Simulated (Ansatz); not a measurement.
# GaH₄+ (triplet): correlated methods under varied settings at distance Ga1–H4 = 1.643 Å

What do other methods and options give for GaH₄+ (triplet) at this geometry, and how long do they take?

Computed with Ansatz 0.2.0, Gaussian basis. Level: the settings change from run to run.

29 further runs of the same task are left out: 10 for a known fault of the program, 12 that didn't finish, 7 set aside as unsound or not needed. Runs told in other sessions of the task aren't counted.

**1. The geometry**

The geometry derives from a PBE0/def2-TZVP stationary point (not a proven minimum). One bond is set to the value named and the two fragments are kept rigid. No spin-orbit coupling is included. The filled d shell of Ga may be among the frozen orbitals whatever the setting's name suggests.

5 atoms, charge 1, spin multiplicity 3.

Atoms are counted from 1 here; the program's logs count them from 0.

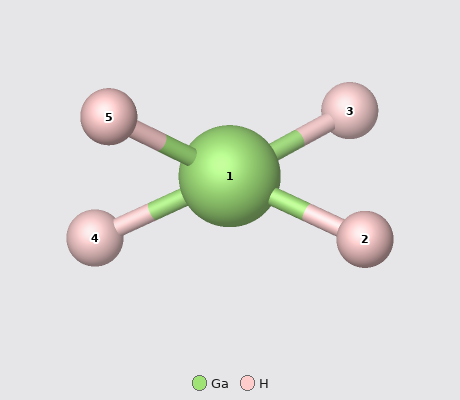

The structure; gallium green, hydrogen pink; atoms are numbered from 1 in the order of the file.

**2. HF (UHF)/def2-SVP**

Input file in.yaml:

```yaml
crystal:
  periodic: [false, false, false]
  atoms:
    - {symbol: Ga, position_ang: [0.000000, 0.000000, 0.000000]}
    - {symbol: H, position_ang: [0.652504, 0.664105, 1.353869]}
    - {symbol: H, position_ang: [-0.662515, -0.654094, 1.353881]}
    - {symbol: H, position_ang: [-0.654085, 0.652495, -1.358743]}
    - {symbol: H, position_ang: [0.664096, -0.662506, -1.349007]}
basis:
  gaussian: {orbitals: def2-SVP}
total_charge: 1
magnetization: {spin_polarized: true, initial_magnetization: 2}
hamiltonian: {xc: hf}
scf: {lower_state_search: light}
output: {forces: true, orbitals: {seedname: orbitals}}
```

The run is started by

```
ansatz run in.yaml --threads 1 --pin off --events-out ev --progress --plain --max-ram 2393MiB
```

Standard output:

```text
Functional definition: HF
  name "HF"
  cite "Fock, Z. Phys. 61, 126 (1930) doi:10.1007/BF01340294"
  parent pbe
  exchange = exact_x
  correlation = 0
523 factors; integrals over basis functions are off by at most 1.6e-3 eV
mean field evaluation 1: about -52376.9777 eV, gradient 7.2e0 eV
mean field evaluation 2: about -52376.9786 eV, gradient 7.2e0 eV
mean field evaluation 4: about -52377.6443 eV, gradient 8.8e-1 eV
mean field evaluation 8: about -52377.6585 eV, gradient 2.5e-2 eV
mean field -52377.65852615 eV, -1924.8434479838 hartree, gradient 5.1e-5 eV, S^2 2.043230; 0 other end points of the search recorded, 0 dependent functions left out
the calculation of the forces begins
reference -52377.65852615 eV, -1924.8434479838 hartree; 18, 16 occupied and 34, 36 virtual orbitals, 523 factors
Total energy: -52377.65852615 eV, -1924.8434479838 hartree
Atom 0 at     0.000000     0.000000     0.000000 Å, force     0.000000     0.000000    -0.000000 eV/Å
Atom 1 at     0.652504     0.664105     1.353869 Å, force     0.077872     0.079322     0.170421 eV/Å
Atom 2 at    -0.662515    -0.654094     1.353881 Å, force    -0.079132    -0.078062     0.170423 eV/Å
Atom 3 at    -0.654085     0.652495    -1.358743 Å, force    -0.078061     0.077871    -0.171003 eV/Å
Atom 4 at     0.664096    -0.662506    -1.349007 Å, force     0.079321    -0.079131    -0.169841 eV/Å
Dipole moment:    -0.000000     0.000000     0.000000 e Å
```

Run time: 0.51 s. Hardware: 1 thread of INTEL XEON PLATINUM 8581C at 2.30GHz, shared host.

From the report: ⟨S²⟩ of the determinant 2.043 (pure triplet: 2.00).

**3. CCSD on ROHF/def2-SVP**

in.yaml, as its differences from that of step 2:

```diff
@@ -11,5 +11,4 @@
 total_charge: 1
-magnetization: {spin_polarized: true, initial_magnetization: 2}
-hamiltonian: {xc: hf}
-scf: {lower_state_search: light}
-output: {forces: true, orbitals: {seedname: orbitals}}
+magnetization: {spin_polarized: false, initial_magnetization: 2}
+correlation: {method: ccsd, electrons: outside_noble_gas}
+output: {forces: true}
```

The command is unchanged.

Standard output (excerpt; [...] marks lines left out):

```text
Functional definition: HF
  name "HF"
  cite "Fock, Z. Phys. 61, 126 (1930) doi:10.1007/BF01340294"
  parent pbe
[...]
523 factors; integrals over basis functions are off by at most 1.6e-3 eV
[...]
mean field -52377.29670005 eV, -1924.8301511199 hartree, gradient 1.7e-6 eV, S^2 2.000000; 2 other end points of the search recorded, 0 dependent functions left out
[...]
14 core orbitals not correlated: weight in the atoms' cores, before any rotation towards them, 0.998 or more for the frozen orbitals, at most 0.001 for the correlated occupied ones
reference -52377.29670005 eV, -1924.8301511199 hartree; 4, 2 occupied and 34, 36 virtual orbitals, 523 factors
second order -1.95840566 eV of doubles, -0.19545356 eV of singles
cycle   1  -2.59505598 eV  change   -4.4e-1 eV  update   5.6e-2
[...]
cycle  11  -2.80394815 eV  change   -1.3e-7 eV  update   5.3e-7
[...]
Total energy: -52380.10064820 eV, -1924.9331943139 hartree
Atom 0 at     0.000000     0.000000     0.000000 Å, force     0.000000     0.000000    -0.000000 eV/Å
Atom 1 at     0.652504     0.664105     1.353869 Å, force     0.089124     0.090816     0.199444 eV/Å
Atom 2 at    -0.662515    -0.654094     1.353881 Å, force    -0.090599    -0.089342     0.199445 eV/Å
Atom 3 at    -0.654085     0.652495    -1.358743 Å, force    -0.089340     0.089123    -0.200110 eV/Å
Atom 4 at     0.664096    -0.662506    -1.349007 Å, force     0.090815    -0.090598    -0.198779 eV/Å
Dipole moment:    -0.000000    -0.000000    -0.000000 e Å
```

Run time: 1.6 s. Hardware: 1 thread of INTEL XEON PLATINUM 8581C at 2.30GHz, shared host.

From the report: correlation -2.8039 eV; T1 0.027; largest double amplitude 0.06.

**4. HF (ROHF)/cc-pVDZ**

in.yaml, as its differences from that of step 3:

```diff
@@ -9,6 +9,7 @@
 basis:
-  gaussian: {orbitals: def2-SVP}
+  gaussian: {orbitals: cc-pVDZ}
 total_charge: 1
 magnetization: {spin_polarized: false, initial_magnetization: 2}
-correlation: {method: ccsd, electrons: outside_noble_gas}
-output: {forces: true}
+hamiltonian: {xc: hf}
+scf: {lower_state_search: full}
+output: {forces: true, orbitals: {seedname: orbitals}}
```

The command is unchanged.

Standard output (excerpt; [...] marks lines left out):

```text
Functional definition: HF
  name "HF"
  cite "Fock, Z. Phys. 61, 126 (1930) doi:10.1007/BF01340294"
  parent pbe
[...]
492 factors; integrals over basis functions are off by at most 2.3e-3 eV
[...]
mean field -52383.15009757 eV, -1925.0452595112 hartree, gradient 6.2e-6 eV, S^2 2.000000; 4 other end points of the search recorded, 0 dependent functions left out
[...]
reference -52383.15009757 eV, -1925.0452595112 hartree; 18, 16 occupied and 29, 31 virtual orbitals, 492 factors
Total energy: -52383.15009757 eV, -1925.0452595112 hartree
Atom 0 at     0.000000     0.000000     0.000000 Å, force    -0.000000     0.000000     0.000000 eV/Å
Atom 1 at     0.652504     0.664105     1.353869 Å, force    -0.049563    -0.048507     0.158833 eV/Å
Atom 2 at    -0.662515    -0.654094     1.353881 Å, force     0.048389     0.049682     0.158833 eV/Å
Atom 3 at    -0.654085     0.652495    -1.358743 Å, force     0.049681    -0.049563    -0.158470 eV/Å
Atom 4 at     0.664096    -0.662506    -1.349007 Å, force    -0.048506     0.048388    -0.159196 eV/Å
Dipole moment:    -0.000000     0.000000     0.000000 e Å
```

It took 0.72 s on 1 thread of INTEL XEON PLATINUM 8581C at 2.30GHz, shared host.

**5. BCCD(T) on ROHF/cc-pVDZ**

in.yaml, as its differences from that of step 4:

```diff
@@ -12,4 +12,3 @@
 magnetization: {spin_polarized: false, initial_magnetization: 2}
-hamiltonian: {xc: hf}
-scf: {lower_state_search: full}
-output: {forces: true, orbitals: {seedname: orbitals}}
+correlation: {method: bccd_t, electrons: valence}
+output: {forces: true}
```

Same command.

Standard output (excerpt; [...] marks lines left out):

```text
Functional definition: HF
  name "HF"
  cite "Fock, Z. Phys. 61, 126 (1930) doi:10.1007/BF01340294"
  parent pbe
[...]
492 factors; integrals over basis functions are off by at most 2.3e-3 eV
[...]
mean field -52383.15009757 eV, -1925.0452595112 hartree, gradient 9.5e-7 eV, S^2 2.000000; 2 other end points of the search recorded, 0 dependent functions left out
9 core orbitals not correlated: weight in the atoms' cores, before any rotation towards them, 1.000 or more for the frozen orbitals, at most 0.000 for the correlated occupied ones
reference -52383.15009757 eV, -1925.0452595112 hartree; 9, 7 occupied and 29, 31 virtual orbitals, 492 factors
second order -2.52257747 eV of doubles, -0.20408942 eV of singles
cycle   1  -3.17394205 eV  change   -4.4e-1 eV  update   6.2e-2
[...]
cycle  12  -3.39840472 eV  change   -1.9e-7 eV  update   4.2e-7
perturbative correction -0.10102956 eV, -0.0037127678 hartree
[...]
Total energy: -52386.64953185 eV, -1925.1738613489 hartree
Atom 0 at     0.000000     0.000000     0.000000 Å, force     0.000000     0.000000     0.000000 eV/Å
Atom 1 at     0.652504     0.664105     1.353869 Å, force     0.059707     0.060682     0.112203 eV/Å
Atom 2 at    -0.662515    -0.654094     1.353881 Å, force    -0.060537    -0.059853     0.112204 eV/Å
Atom 3 at    -0.654085     0.652495    -1.358743 Å, force    -0.059852     0.059706    -0.112648 eV/Å
Atom 4 at     0.664096    -0.662506    -1.349007 Å, force     0.060681    -0.060536    -0.111758 eV/Å
Dipole moment:    -0.000000    -0.000000    -0.000000 e Å
```

Wall time 4.4 s (1 thread of INTEL XEON PLATINUM 8581C at 2.30GHz, shared host).

From the report: correlation -3.4994 eV; largest double amplitude 0.06.

**6. CCSD on UHF/def2-mTZVP**

in.yaml, as its differences from that of step 5:

```diff
@@ -9,6 +9,6 @@
 basis:
-  gaussian: {orbitals: cc-pVDZ}
+  gaussian: {orbitals: def2-mTZVP}
 total_charge: 1
-magnetization: {spin_polarized: false, initial_magnetization: 2}
-correlation: {method: bccd_t, electrons: valence}
+magnetization: {spin_polarized: true, initial_magnetization: 2}
+correlation: {method: ccsd, electrons: outside_noble_gas, diis_vectors: 2}
 output: {forces: true}
```

Launched as before.

Standard output (excerpt; [...] marks lines left out):

```text
Functional definition: HF
  name "HF"
  cite "Fock, Z. Phys. 61, 126 (1930) doi:10.1007/BF01340294"
  parent pbe
[...]
477 factors; integrals over basis functions are off by at most 4.4e-4 eV
[...]
mean field -52384.21668675 eV, -1925.0844559406 hartree, gradient 8.0e-6 eV, S^2 2.045732; 0 other end points of the search recorded, 0 dependent functions left out
14 core orbitals not correlated: weight in the atoms' cores, before any rotation towards them, 0.998 or more for the frozen orbitals, at most 0.001 for the correlated occupied ones
reference -52384.21668675 eV, -1925.0844559406 hartree; 4, 2 occupied and 30, 32 virtual orbitals, 477 factors
second order -1.38088737 eV of doubles, -0.00000000 eV of singles
cycle   1  -1.75651782 eV  change   -3.8e-1 eV  update   6.3e-2
[...]
cycle  13  -2.06011576 eV  change   -7.4e-7 eV  update   8.4e-7
[...]
Total energy: -52386.27680251 eV, -1925.1601637986 hartree
Atom 0 at     0.000000     0.000000     0.000000 Å, force    -0.000000    -0.000000     0.000000 eV/Å
Atom 1 at     0.652504     0.664105     1.353869 Å, force     0.237040     0.239626     0.271812 eV/Å
Atom 2 at    -0.662515    -0.654094     1.353881 Å, force    -0.239050    -0.237616     0.271816 eV/Å
Atom 3 at    -0.654085     0.652495    -1.358743 Å, force    -0.237613     0.237037    -0.273576 eV/Å
Atom 4 at     0.664096    -0.662506    -1.349007 Å, force     0.239622    -0.239047    -0.270052 eV/Å
Dipole moment:     0.000000     0.000000     0.000000 e Å
```

It took 1.1 s on 1 thread of INTEL XEON PLATINUM 8581C at 2.30GHz, shared host.

From the report: ⟨S²⟩ of the determinant 2.046 (pure triplet: 2.00); correlation -2.0601 eV; T1 0.023; largest double amplitude 0.07.

**7. BCCD(T) on ROHF/def2-TZVP**

in.yaml, as its differences from that of step 6:

```diff
@@ -9,6 +9,7 @@
 basis:
-  gaussian: {orbitals: def2-mTZVP}
+  gaussian: {orbitals: def2-TZVP}
 total_charge: 1
-magnetization: {spin_polarized: true, initial_magnetization: 2}
-correlation: {method: ccsd, electrons: outside_noble_gas, diis_vectors: 2}
-output: {forces: true}
+magnetization: {spin_polarized: false, initial_magnetization: 2}
+correlation: {method: bccd_t, electrons: outside_noble_gas}
+accuracy: high
+scf: {lower_state_search: off}
```

The command is unchanged.

Standard output (excerpt; [...] marks lines left out):

```text
Functional definition: HF
  name "HF"
  cite "Fock, Z. Phys. 61, 126 (1930) doi:10.1007/BF01340294"
  parent pbe
[...]
1240 factors; integrals over basis functions are off by at most 4.3e-9 eV
[...]
mean field -52384.11941765 eV, -1925.0808813672 hartree, gradient 7.2e-9 eV, S^2 2.000000; 0 other end points of the search recorded, 0 dependent functions left out
14 core orbitals not correlated: weight in the atoms' cores, before any rotation towards them, 0.998 or more for the frozen orbitals, at most 0.001 for the correlated occupied ones
reference -52384.11941765 eV, -1925.0808813672 hartree; 4, 2 occupied and 54, 56 virtual orbitals, 1240 factors
second order -2.17459820 eV of doubles, -0.20797545 eV of singles
cycle   1  -2.84327993 eV  change   -4.5e-1 eV  update   5.7e-2
[...]
cycle  21  -3.04463882 eV  change  -2.9e-10 eV  update  7.4e-10
perturbative correction -0.06158791 eV, -0.0022633141 hartree
Total energy: -52387.22564439 eV, -1925.1950330942 hartree
Checks for a lower state left out: stability, starts, cluster_reference, orbital_swaps, neighbouring_geometries, increment
```

It took 4.7 s on 1 thread of INTEL XEON PLATINUM 8581C at 2.30GHz, shared host; peak memory 0.44 GiB.

From the report: correlation -3.1062 eV; largest double amplitude 0.06.

**8. CCSD(T) on UHF/STO-3G**

in.yaml, as its differences from that of step 7:

```diff
@@ -9,7 +9,6 @@
 basis:
-  gaussian: {orbitals: def2-TZVP}
+  gaussian: {orbitals: STO-3G}
 total_charge: 1
-magnetization: {spin_polarized: false, initial_magnetization: 2}
-correlation: {method: bccd_t, electrons: outside_noble_gas}
-accuracy: high
-scf: {lower_state_search: off}
+magnetization: {spin_polarized: true, initial_magnetization: 2}
+correlation: {method: ccsd_t, electrons: all}
+scf: {lower_state_search: full}
```

The command is unchanged.

Standard output (excerpt; [...] marks lines left out):

```text
Functional definition: HF
  name "HF"
  cite "Fock, Z. Phys. 61, 126 (1930) doi:10.1007/BF01340294"
  parent pbe
[...]
230 factors; integrals over basis functions are off by at most 5.0e-5 eV
[...]
mean field -51779.73208259 eV, -1902.8700564720 hartree, gradient 1.8e-6 eV, S^2 2.041798; 28 other end points of the search recorded, 0 dependent functions left out
determinant -51779.73208259 eV, -1902.8700564720 hartree, with singles and doubles -51781.76382200 eV, -1902.9447215183 hartree
determinant -51779.62981988 eV, -1902.8662983870 hartree, with singles and doubles -51781.64997338 eV, -1902.9405376587 hartree
determinant -51779.55508450 eV, -1902.8635519123 hartree, with singles and doubles -51781.58565325 eV, -1902.9381739377 hartree
determinant -51779.40023124 eV, -1902.8578611601 hartree, with singles and doubles -51781.42152276 eV, -1902.9321422533 hartree
[...]
determinant -51779.73208259 eV, -1902.8700564720 hartree, with singles and doubles -51781.77416177 eV, -1902.9451014980 hartree
determinant -51779.62981988 eV, -1902.8662983870 hartree, with singles and doubles -51781.65220133 eV, -1902.9406195346 hartree
determinant -51779.55508450 eV, -1902.8635519123 hartree, with singles and doubles -51781.58715631 eV, -1902.9382291740 hartree
determinant -51779.40023124 eV, -1902.8578611601 hartree, with singles and doubles -51781.42237135 eV, -1902.9321734384 hartree
determinant -51779.33165235 eV, -1902.8553409325 hartree, with singles and doubles -51781.34519753 eV, -1902.9293373530 hartree
reference -51779.73208259 eV, -1902.8700564720 hartree; 18, 16 occupied and 4, 6 virtual orbitals, 230 factors
second order -1.21967643 eV of doubles, -0.00000000 eV of singles
cycle   1  -2.04207982 eV  change   -6.3e-7 eV  update   4.0e-6
perturbative correction -0.02870000 eV, -0.0010547057 hartree
Total energy: -51781.80286241 eV, -1902.9461562270 hartree
```

Wall time 4.4 s (1 thread of INTEL XEON PLATINUM 8581C at 2.30GHz, shared host).

From the report: ⟨S²⟩ of the determinant 2.042 (pure triplet: 2.00); correlation -2.0708 eV; T1 0.009; largest double amplitude 0.10.

**9. CASSCF(8,6)/cc-pVDZ**

in.yaml, as its differences from that of step 8:

```diff
@@ -9,6 +9,5 @@
 basis:
-  gaussian: {orbitals: STO-3G}
+  gaussian: {orbitals: cc-pVDZ}
 total_charge: 1
-magnetization: {spin_polarized: true, initial_magnetization: 2}
-correlation: {method: ccsd_t, electrons: all}
-scf: {lower_state_search: full}
+magnetization: {spin_polarized: false, initial_magnetization: 2}
+correlation: {active_space: {window: {electrons: 8, orbitals: 6}, states: [{multiplicity: 3, weights: [1, 1]}, {multiplicity: 5, weights: [1]}], root: 1}}
```

Same command.

Standard output:

```text
Functional definition: HF
  name "HF"
  cite "Fock, Z. Phys. 61, 126 (1930) doi:10.1007/BF01340294"
  parent pbe
  exchange = exact_x
  correlation = 0
947 factors; integrals over basis functions are off by at most 1.1e-7 eV
mean field evaluation 1: about -52382.7046 eV, gradient 7.5e0 eV
mean field evaluation 2: about -52382.7106 eV, gradient 7.5e0 eV
mean field evaluation 4: about -52383.1505 eV, gradient 1.9e-1 eV
mean field evaluation 8: about -52383.1502 eV, gradient 1.9e-4 eV
mean field evaluation 16: about -52382.8043 eV, gradient 2.2e0 eV
mean field -52383.15024958 eV, -1925.0452650976 hartree, gradient 1.4e-6 eV, S^2 2.000000; 2 other end points of the search recorded, 0 dependent functions left out
reference -52383.15024958 eV, -1925.0452650976 hartree; 18, 16 occupied and 29, 31 virtual orbitals, 947 factors
state -52383.30168435 eV, -1925.0508302227 hartree
state -52380.00882086 eV, -1924.9298197215 hartree
state -52376.09812230 eV, -1924.7861042000 hartree
Total energy: -52380.00882086 eV, -1924.9298197215 hartree
```

It took 3.8 s on 1 thread of INTEL XEON PLATINUM 8581C at 2.30GHz, shared host.

From the report: 225 determinants; active occupations (of the averaged states) 2.00, 1.98, 1.34, 1.30, 1.00, 0.38.

**10. NEVPT2(2,7)/cc-pVDZ**

in.yaml, as its differences from that of step 9:

```diff
@@ -12,2 +12,3 @@
 magnetization: {spin_polarized: false, initial_magnetization: 2}
-correlation: {active_space: {window: {electrons: 8, orbitals: 6}, states: [{multiplicity: 3, weights: [1, 1]}, {multiplicity: 5, weights: [1]}], root: 1}}
+correlation: {method: sc_nevpt2, electrons: outside_noble_gas, active_space: {window: {electrons: 2, orbitals: 7}, states: [{multiplicity: 3, weights: [1, 0.5, 1]}], root: 2}}
+scf: {lower_state_search: full}
```

The command is unchanged.

Standard output (excerpt; [...] marks lines left out):

```text
Functional definition: HF
  name "HF"
  cite "Fock, Z. Phys. 61, 126 (1930) doi:10.1007/BF01340294"
  parent pbe
[...]
947 factors; integrals over basis functions are off by at most 1.1e-7 eV
[...]
mean field -52383.15024958 eV, -1925.0452650975 hartree, gradient 1.4e-6 eV, S^2 2.000000; 6 other end points of the search recorded, 0 dependent functions left out
reference -52383.15024958 eV, -1925.0452650975 hartree; 18, 16 occupied and 29, 31 virtual orbitals, 947 factors
state -52383.12305060 eV, -1925.0442655534 hartree
state -52375.02102875 eV, -1924.7465217421 hartree
state -52374.96529640 eV, -1924.7444736161 hartree
state -52383.12305060 eV, -1925.0442655534 hartree; corrected -52385.38382252 eV, -1925.1273473893 hartree
state -52375.02102875 eV, -1924.7465217421 hartree; corrected -52377.74675959 eV, -1924.8466905030 hartree
state -52374.96529640 eV, -1924.7444736161 hartree; corrected -52377.72360473 eV, -1924.8458395776 hartree
an earlier search ended where averaged states of different weights were degenerate, so these states were given the mean of their weights and the orbitals were optimised with it; in the result, neighbours among these states lie up to 5.6e-2 eV apart
Total energy: -52377.72360473 eV, -1924.8458395776 hartree
```

It took 13 s on 1 thread of INTEL XEON PLATINUM 8581C at 2.30GHz, shared host.

From the report: 49 determinants; active occupations (of the averaged states) 0.70, 0.69, 0.58, 0.02, 0.00, 0.00, 0.00.

**11. The runs in one table**

Where basis and cores are those of an earlier FCI/cc-pVDZ run (-52386.0387 eV), and the records show the same count of frozen orbitals and kind of state, the miss against it is given; a blank cell means that this couldn't be shown.

```
                                             level         correlated  functions  energy (eV)  from FCI (meV)    time
                                 HF (UHF)/def2-SVP                            52  -52377.6585                  0.51 s
                             CCSD on ROHF/def2-SVP  outside noble gas         52  -52380.1006                   1.6 s
                                 HF (ROHF)/cc-pVDZ                            47  -52383.1501          2888.6  0.72 s
                           BCCD(T) on ROHF/cc-pVDZ            valence         47  -52386.6495                   4.4 s
                            CCSD on UHF/def2-mTZVP  outside noble gas         48  -52386.2768                   1.1 s
                         BCCD(T) on ROHF/def2-TZVP  outside noble gas         72  -52387.2256                   4.7 s
                             CCSD(T) on UHF/STO-3G                all         22  -51781.8029                   4.4 s
CASSCF(8,6)/cc-pVDZ (excited root 1 of an average)                            47  -52380.0088                   3.8 s
NEVPT2(2,7)/cc-pVDZ (excited root 2 of an average)  outside noble gas         47  -52377.7236                    13 s
```

**12. Summary of results**

| quantity | value |
| --- | --- |
| runs | 9 |
| quickest | HF (UHF)/def2-SVP, 0.51 s |
| slowest | NEVPT2(2,7)/cc-pVDZ (excited root 2 of an average), 13 s |

**Reading.** Total energies in different bases, with other cores or another treatment of relativity can't be set against each other. «valence» and «outside noble gas» are the program's key words; the logs give how many orbitals each freezes, and for Ga to Kr the 3d shell needn't follow the word's plain sense. NEVPT2(2,7)/cc-pVDZ (excited root 2 of an average) took 26 times as long as HF (UHF)/def2-SVP; the jobs differ in more than the method. Hartree-Fock, CASSCF and CASCI lack dynamic correlation by design.
